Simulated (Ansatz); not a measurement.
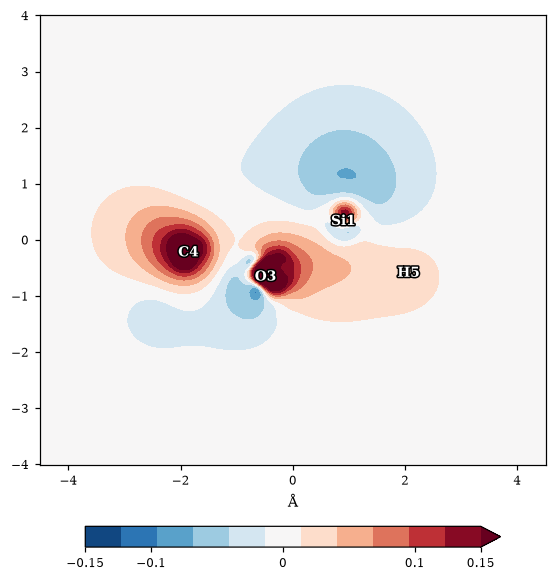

The picture shows: CH5FOSi···H2. The HOMO on the plane of atoms O3, Si1 and H5 (values in Å⁻³ᐟ²; the overall sign is arbitrary).

Theory: UKS B3LYP/6-31G in Ansatz.

Input file:

```
crystal:
  periodic: [false, false, false]
  atoms:
    - { symbol: Si, position_ang: [-0.553883, 0.768743, 0.639501] }
    - { symbol: F, position_ang: [0.953771, 1.439847, 1.006931] }
    - { symbol: O, position_ang: [-0.415979, -0.511425, -0.484847] }
    - { symbol: C, position_ang: [0.166084, -1.81394, -0.210536] }
    - { symbol: H, position_ang: [-1.426933, 1.790373, 0.010553] }
    - { symbol: H, position_ang: [-1.064468, 0.242115, 1.949872] }
    - { symbol: H, position_ang: [0.967135, 2.313665, -0.999012] }
    - { symbol: H, position_ang: [0.448352, 2.217819, -1.449157] }
    - { symbol: H, position_ang: [-0.197992, -2.494776, -0.981106] }
    - { symbol: H, position_ang: [-0.135046, -2.18989, 0.776783] }
    - { symbol: H, position_ang: [1.258959, -1.76253, -0.259182] }
magnetization:
  spin_polarized: true
basis:
  gaussian: { orbitals: "6-31G" }
hamiltonian:
  xc: b3lyp
relax:
  f_tol: 0.03
  max_steps: 50
output:
  orbitals: {}
```

Launched as:

```sh
ansatz run input.yaml --threads 1 --pin off --max-ram 2048MiB --backend cpu --events-out ev --progress --plain --runs-dir out
```

The fields are those of the relaxed geometry.

### What is the character of this orbital?

Its weight (Hirshfeld) is mainly on O3 (about 65 %), C4 (about 10 %) and H11 (about 5 %). Its energy is −8.13 eV.
